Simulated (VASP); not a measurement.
Band structure of Y (hcp). These are MS2 meta-GGA, VASP's PBE PAW potentials (set 64) (plane waves; VASP 6.6.1) values and carry that method's errors.

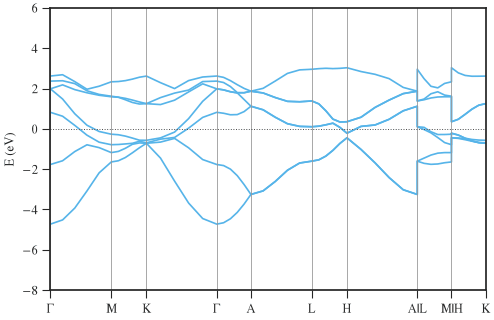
*Bands along high-symmetry lines, zero at the valence-band maximum or, without a gap, the Fermi level*

Problem. Read the plot: is there a gap, and where are the band edges?

Solution. It has no gap at this level: it comes out as a metal or semimetal.

The compound is Y in the hcp structure. It was relaxed first.
